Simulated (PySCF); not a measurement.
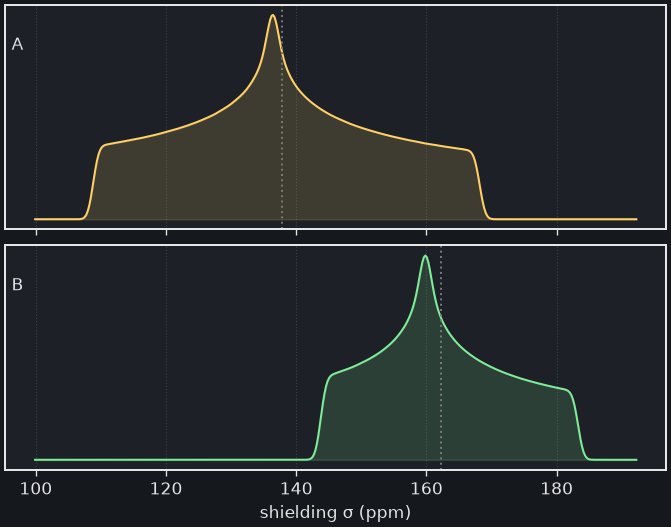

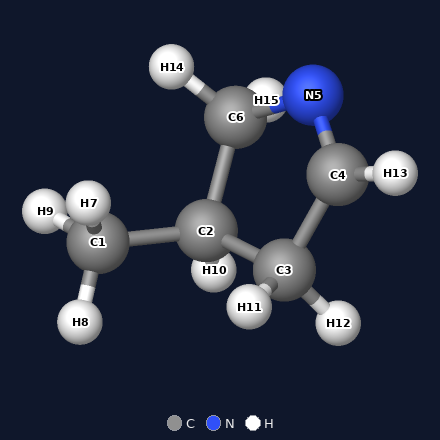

Static powder patterns (¹³C) from GIAO shielding tensors of C₅H₉N, SMILES C[C@@H]1CC=NC1, PBE0/pcSseg-1 in PySCF, at a GFN2-xTB geometry (no frequency check); absolute shielding, one fixed geometry of the isolated molecule without any motion, no dipolar terms. The dotted line is the isotropic value; skew is 3(σiso − σ22)/span.

Q: The panels belong to C1 and C3. Which is which?

A: panel A: C3, σ11, σ22, σ33 = 109, 136, 168 ppm, isotropic 138, span 59 ppm, skew 0.07; panel B: C1, σ11, σ22, σ33 = 144, 160, 183 ppm, isotropic 162, span 40 ppm, skew 0.19.

Caveats: the tight-binding geometry is rougher than a DFT one and adds to the error.
